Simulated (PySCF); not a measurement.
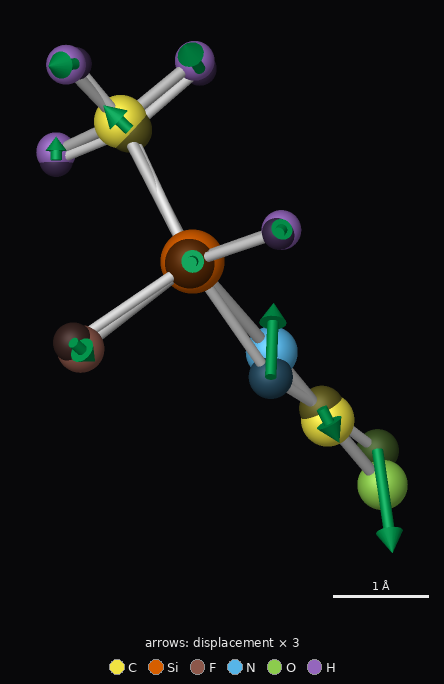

A relaxation of C2H4FNOSi. The starting structure is drawn faded, the final one solid; green arrows show the displacements, magnified 3 times. The two geometries are superimposed by the best rigid fit.

Style: ball-and-stick. Shown from a free direction.

The start comes from GFN2-xTB. Its atoms were then displaced at random by about 0.03 Å.

Theory: PBE0-D3(BJ)/def2-SVP geometry optimisation, gas phase (PySCF 2.14.0, density-fitted response routines). 

Q: Describe the change and its energy.

A: The atom that moves furthest after the best rigid fit is the O atom (0.39 Å). By element the largest moves are O 0.39 Å, N 0.30 Å, H 0.20 Å, C 0.14 Å, F 0.13 Å, Si 0.10 Å. Some distances before and after: N–Si 1.830 → 1.714 Å, C–N 1.086 → 1.198 Å, C–Si 1.797 → 1.850 Å, C–H 1.154 → 1.101 Å. Bond angles that change, for instance: Si–N–C 156.1° → 176.9°, Si–C–H 118.2° → 110.7°, H–C–H 101.3° → 108.4°. Over 12 geometry steps the energy falls by 117.3 kJ/mol. The run took 73 s on 1 thread of Arm Neoverse N1, with other jobs on the host.
